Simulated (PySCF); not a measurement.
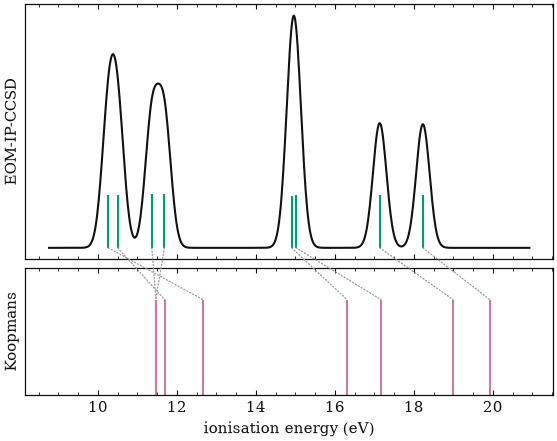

Valence photoelectron lines of C₃H₃NO (propiolamide), SMILES C#CC(N)=O: vertical EOM-IP-CCSD/aug-cc-pVDZ (frozen core, PySCF 2.14.0, at a PBE0-D3(BJ)/def2-SVP geometry (no frequency check); 8 lines, one for each of the 8 highest orbitals, so a line of a deeper orbital can be missing among them) above, Hartree-Fock orbital energies with the sign turned below, non-relativistic; dotted lines join each line to its leading orbital. Stick heights are one-hole weights (summed over degenerate lines), not cross-sections; Gaussian width 0.40 eV.

### What is the first vertical ionisation energy, and how far is Koopmans' value off?

10.26 eV from the HOMO−3; Koopmans gives 12.66 eV, 2.40 eV too high.

### List the lines.

```csv
hole,EOM-IP-CCSD (eV),Koopmans (eV),one-hole weight
HOMO-3,10.26,12.66,0.94
HOMO-2,10.50,11.69,0.94
HOMO-1,11.36,11.47,0.96
HOMO,11.68,11.47,0.96
HOMO-4,14.90,16.31,0.91
HOMO-5,15.01,17.17,0.94
HOMO-6,17.14,19.00,0.94
HOMO-7,18.23,19.93,0.93
```

Note: small basis, so the lines can lie some tenths of an eV too low.
